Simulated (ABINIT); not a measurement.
## A GW chain in ABINIT: BN (Qingsongite)

Aim: the G0W0 gap of BN (Qingsongite) on PBE, step by step.

Main program and level: ABINIT 10.8.3; PBE and many-body steps on it, plane waves.

## 1. Starting point

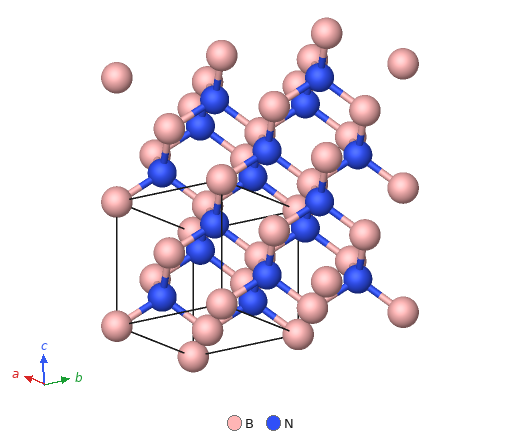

The cell as given, from a free direction (boron pink, nitrogen blue). 1×2×2 cells are drawn. This picture shows the conventional cell, with its axes. Bonds to atoms that aren't drawn are left out. Some periodic images of atoms are drawn too.

The cell and positions come from the Crystallography Open Database and are kept as given unless a step says otherwise.

## 2. Ground state

This step: ABINIT 10.8.3; DFT, PBE, plane waves, norm-conserving pseudopotentials.

The ground-state density comes first.

The input, run.abi:

```
acell 3*1.0 Angstrom
rprim 
  -0.000000000000 1.807500000000 1.807500000000
  1.807500000000 0.000000000000 1.807500000000
  1.807500000000 1.807500000000 -0.000000000000
ntypat 2
znucl 5 7
natom 2
typat 1 2
xred 
  0.000000000000 0.000000000000 0.000000000000
  0.250000000000 0.250000000000 0.250000000000
pp_dirpath "pseudos"
pseudos "B.upf, N.upf"
ecut 36
ngkpt 10 10 10
nshiftk 1
shiftk 0 0 0
kptopt 1
chksymbreak 0
nband 9
occopt 1
tolvrs 1e-10
nstep 60
prtwf 0
indata_prefix "in"
outdata_prefix "out"
tmpdata_prefix "tmp"
```

On the command line:

```bash
$ OMP_NUM_THREADS=1 mpirun -n 4 abinit run.abi > log
```

Numbers of over 12 decimals in the logs are rounded to 6 here.

Log:

```text
.Version 10.8.3 of ABINIT. v10.8.2 released Aug 2026.

 Symmetries : space group F-4 3 m (#216); Bravais cF (face-center cubic)
================================================================================
 Values of the parameters that define the memory need of the present run
     intxc =       0    ionmov =       0      iscf =       7    lmnmax =       4
     lnmax =       4     mgfft =      30  mpssoang =       2    mqgrid =    3001
     natom =       2  nloc_mem =       1    nspden =       1   nspinor =       1
    nsppol =       1      nsym =      24    n1xccc =    2501    ntypat =       2
    occopt =       1   xclevel =       2
-    mband =           9        mffmem =           1         mkmem =          12
       mpw =         845          nfft =       27000          nkpt =          47
================================================================================
  Rough estimation (10% accuracy) of disk space for files :
================================================================================

--------------------------------------------------------------------------------
------------- Echo of variables that govern the present computation ------------
--------------------------------------------------------------------------------
 -outvars: echo values of preprocessed input variables --------
            acell      1.8897261259E+00  1.8897261259E+00  1.8897261259E+00 Bohr

      chksymbreak           0
             ecut      3.60000000E+01 Hartree
-          fftalg         312

              ixc     -101130
              kpt      0.00000000E+00  0.00000000E+00  0.00000000E+00
                       1.00000000E-01  0.00000000E+00  0.00000000E+00
                       2.00000000E-01  0.00000000E+00  0.00000000E+00
                       3.00000000E-01  0.00000000E+00  0.00000000E+00
                       4.00000000E-01  0.00000000E+00  0.00000000E+00
                       5.00000000E-01  0.00000000E+00  0.00000000E+00
                       1.00000000E-01  1.00000000E-01  0.00000000E+00
                       2.00000000E-01  1.00000000E-01  0.00000000E+00
                       3.00000000E-01  1.00000000E-01  0.00000000E+00
   [... 36 further rows ...]
                      -3.00000000E-01  4.00000000E-01  2.00000000E-01
                      -3.00000000E-01  5.00000000E-01  2.00000000E-01
         kptrlatt       10    0    0      0   10    0      0    0   10
          kptrlen      4.83050094E+01
P           mkmem          12
            natom           2
            nband           9
            ngfft          30      30      30
             nkpt          47
            nstep          60
             nsym          24
           ntypat           2
              occ      2.000000  2.000000  2.000000  2.000000  0.000000  0.000000
[...]
prtwf           0
            rprim     -0.0000000000E+00  1.8075000000E+00  1.8075000000E+00
[...]
spgroup         216

           tolvrs      1.00000000E-10

             xred      0.0000000000E+00  0.0000000000E+00  0.0000000000E+00
[...]
znucl        5.00000    7.00000

================================================================================

 chkinp: Checking input parameters for consistency.

================================================================================
== DATASET  1 ==================================================================
-   mpi_nproc: 4, omp_nthreads: 1 (-1 if OMP is not activated)

--- !DatasetInfo
iteration_state: {dtset: 1, }
dimensions: {natom: 2, nkpt: 47, mband: 9, nsppol: 1, nspinor: 1, nspden: 1, mpw: 845, }
cutoff_energies: {ecut:  36.0, pawecutdg:  -1.0, }
electrons: {nelect:   8.00000000E+00, charge:   0.00000000E+00, occopt:   1.00000000E+00, tsmear:   1.00000000E-02, }

 Real(R)+Recip(G) space primitive vectors, cartesian coordinates (Bohr,Bohr^-1):
 R(1)=  0.0000000  3.4156800  3.4156800  G(1)= -0.1463837  0.1463837  0.1463837
 R(2)=  3.4156800  0.0000000  3.4156800  G(2)=  0.1463837 -0.1463837  0.1463837
 R(3)=  3.4156800  3.4156800  0.0000000  G(3)=  0.1463837  0.1463837 -0.1463837
 Unit cell volume ucvol=  7.9700586E+01 bohr^3
 Angles (23,13,12)=  6.00000000E+01  6.00000000E+01  6.00000000E+01 degrees

 getcut: wavevector=  0.0000  0.0000  0.0000  ngfft=  30  30  30
         ecut(hartree)=     36.000   => boxcut(ratio)=   2.30194

 getcut : COMMENT -
  Note that boxcut > 2.2 ; recall that boxcut=Gcut(box)/Gcut(sphere) = 2
  is sufficient for exact treatment of convolution.
  Such a large boxcut is a waste : you could raise ecut
  e.g. ecut=   47.690509 Hartrees makes boxcut=2

--- Pseudopotential description ------------------------------------------------
- B Generated using ONCVPSP code by D. R. Hamann
-  5.00000   3.00000  171031                  znucl, zion, pspdat
12 -101130 1 -1 1534                          pspcod,pspxc,lmax,lloc,mmax
     nproj     2     2
  pspatm : epsatm=    3.38844616
         --- l  ekb(1:nproj) -->
[...]
pspatm: atomic psp has been read  and splines computed

- N Generated using ONCVPSP code by D. R. Hamann
-  7.00000   5.00000  171031                  znucl, zion, pspdat
12 -101130 1 -1 1058                          pspcod,pspxc,lmax,lloc,mmax
     nproj     2     2
  pspatm : epsatm=    5.20977870
         --- l  ekb(1:nproj) -->
[...]
1   -4.293905   -1.006988
 pspatm: atomic psp has been read  and splines computed

   6.87857989E+01                                ecore*ucvol(ha*bohr**3)
--------------------------------------------------------------------------------

_setup2: Arith. and geom. avg. npw (full set) are     822.053     822.026

================================================================================

--- !BeginCycle
iteration_state: {dtset: 1, }
solver: {iscf: 7, nstep: 60, nline: 4, wfoptalg: 0, }
tolerances: {tolvrs: 1.00E-10, }

     iter   Etot(hartree)      deltaE(h)  residm     vres2
 ETOT  1  -13.353670328845    -1.335E+01 1.866E-01 1.447E+02
 ETOT  2  -13.373136893714    -1.947E-02 6.470E-03 1.104E+02
 ETOT  3  -13.402464776550    -2.933E-02 3.876E-03 1.734E-01
 ETOT  4  -13.402502334780    -3.756E-05 4.257E-03 1.682E-03
 ETOT  5  -13.402502505884    -1.711E-07 1.198E-03 3.940E-05
 ETOT  6  -13.402502511439    -5.556E-09 1.069E-03 2.572E-07
 ETOT  7  -13.402502511479    -3.939E-11 2.420E-04 2.030E-09
 ETOT  8  -13.402502511479    -1.315E-13 2.105E-04 5.379E-11

 At SCF step    8       vres2   =  5.38E-11 < tolvrs=  1.00E-10 =>converged.

 Cartesian components of stress tensor (hartree/bohr^3)
  sigma(1 1)= -6.42964066E-05  sigma(3 2)=  0.00000000E+00
  sigma(2 2)= -6.42964066E-05  sigma(3 1)=  0.00000000E+00
  sigma(3 3)= -6.42964066E-05  sigma(2 1)=  0.00000000E+00

--- !ResultsGS
iteration_state: {dtset: 1, }
comment   : Summary of ground state results
lattice_vectors:
- [ -0.0000000,   3.4156800,   3.4156800, ]
- [  3.4156800,   0.0000000,   3.4156800, ]
- [  3.4156800,   3.4156800,  -0.0000000, ]
lattice_lengths: [   4.83050,    4.83050,    4.83050, ]
lattice_angles: [ 60.000,  60.000,  60.000, ] # degrees, (23, 13, 12)
lattice_volume:   7.9700586E+01
convergence: {deltae: -1.315E-13, res2:  5.379E-11, residm:  2.105E-04, diffor: null, }
etotal    :  -1.34025025E+01
entropy   :   0.00000000E+00
fermie    :   3.02092262E-01
cartesian_stress_tensor: # hartree/bohr^3
- [ -6.42964066E-05,   0.00000000E+00,   0.00000000E+00, ]
- [  0.00000000E+00,  -6.42964066E-05,   0.00000000E+00, ]
- [  0.00000000E+00,   0.00000000E+00,  -6.42964066E-05, ]
pressure_GPa:   1.8917E+00
xred      :
- [  0.0000E+00,   0.0000E+00,   0.0000E+00,  B]
- [  2.5000E-01,   2.5000E-01,   2.5000E-01,  N]
cartesian_forces: # hartree/bohr
- [ -9.85398678E-30,  -9.85398678E-30,   2.95619603E-29, ]
- [  9.85398678E-30,   9.85398678E-30,  -2.95619603E-29, ]
force_length_stats: {min:   3.26819768E-29, max:   3.26819768E-29, mean:   3.26819768E-29, }

 Integrated electronic density in atomic spheres:
 ------------------------------------------------
 Atom  Sphere_radius  Integrated_density
    1        2.00000          3.32049900
    2        2.00000          5.75124674
================================================================================

 ----iterations are completed or convergence reached----

 Mean square residual over all n,k,spin=   10.187E-07; max=  21.054E-05
 reduced coordinates (array xred) for    2 atoms
       0.000000000000      0.000000000000      0.000000000000
       0.250000000000      0.250000000000      0.250000000000
 rms dE/dt=  9.5199E-29; max dE/dt=  1.3463E-28; dE/dt below (all hartree)
    1       0.000000000000      0.000000000000      0.000000000000
    2       0.000000000000      0.000000000000     -0.000000000000

 cartesian coordinates (angstrom) at end:
    1      0.000000     0.000000     0.000000
    2      0.903750     0.903750     0.903750

 cartesian forces (hartree/bohr) at end:
    1     -0.000000    -0.000000     0.000000
    2      0.000000     0.000000    -0.000000
 frms,max,avg= 1.8868948E-29 2.9561960E-29   0.000E+00  0.000E+00  0.000E+00 h/b

 cartesian forces (eV/Angstrom) at end:
    1     -0.000000    -0.000000     0.000000
    2      0.000000     0.000000    -0.000000
 frms,max,avg= 9.7028032E-28 1.5201371E-27   0.000E+00  0.000E+00  0.000E+00 e/A
 length scales=  1.889726125908  1.889726125908  1.889726125908 bohr
              =  1.000000000000  1.000000000000  1.000000000000 angstroms
 prteigrs : about to open file out_EIG
 Fermi (or HOMO) energy (hartree) =   0.30209   Average Vxc (hartree)=  -0.47450
 Eigenvalues (hartree) for nkpt=  47  k points:
 kpt#   1, nband=  9, wtk=  0.00100, kpt=  0.0000  0.0000  0.0000 (reduced coord)
  -0.44062    0.30209    0.30209    0.30209    0.62836    0.62836    0.62836    0.68304
   1.21148
 prteigrs : prtvol=0 or 1, do not print more k-points.

--- !EnergyTerms
iteration_state     : {dtset: 1, }
comment             : Components of total free energy in Hartree
kinetic             :  9.41230010599648E+00
hartree             :  1.79183179045680E+00
xc                  : -4.37198988812425E+00
Ewald energy        : -1.31703929426445E+01
psp_core            :  8.63052609504914E-01
local_psp           : -6.86018895556562E+00
non_local_psp       : -1.06711523110257E+00
total_energy        : -1.34025025114787E+01
total_energy_eV     : -3.64700672502578E+02
band_energy         :  1.04301569482710E-01

 Cartesian components of stress tensor (hartree/bohr^3)
  sigma(1 1)= -6.42964066E-05  sigma(3 2)=  0.00000000E+00
  sigma(2 2)= -6.42964066E-05  sigma(3 1)=  0.00000000E+00
  sigma(3 3)= -6.42964066E-05  sigma(2 1)=  0.00000000E+00

-Cartesian components of stress tensor (GPa)         [Pressure=  1.8917E+00 GPa]
- sigma(1 1)= -1.89166559E+00  sigma(3 2)=  0.00000000E+00
- sigma(2 2)= -1.89166559E+00  sigma(3 1)=  0.00000000E+00
- sigma(3 3)= -1.89166559E+00  sigma(2 1)=  0.00000000E+00

== END DATASET(S) ==============================================================
================================================================================

 -outvars: echo values of variables after computation  --------
           etotal     -1.3402502511E+01
            nband           9
             nkpt          47
          spgroup         216
 [... the other variables as echoed above ...]

 Calculation completed.
```

Elapsed: 5.1 s, on 4 MPI ranks of Arm Neoverse V1, shared host; peak memory 0.25 GiB; 20 s of CPU time.

This step gave:

- total energy: -364.7007 eV
- gap: 4.535 eV
- k of the valence top: 0, 0, 0
- k of the conduction bottom: 0.5, 0.5, 0
- least direct gap: 8.878 eV
- pressure: 1.892 GPa

The gap is indirect, with the least direct gap 4.34 eV higher.

The cutoff was set for levels, not for stress, so the pressure can be off by some GPa.

[end of part 1 of 3]

[Paths, hosts, dates, memory and timing lines, banners, echoed tables and standing remarks are left out of the program output.]

[Logs are printed without paths, hosts, clocks, repeated set-up lines and the standing remarks that a program may print on its own settings, such as how far it seeks lower states.]

[Runs of the session that timed out or met a known fault of the program may be left out.]

[Hosts, paths, dates, database ids (printed as entryN), source tags and the programs' standing remarks are cut or masked in the printed files.]

[G0W0 gaps are taken among the corrected bands and points alone; a level outside them can change the order at an edge.]

[Where Ansatz stands beside ABINIT at settings called matched, ABINIT's density can come from a denser mesh and the files from another edition; pairs whose starting gaps differed by over 0.03 eV were left out, so agreement reads better than it is.]
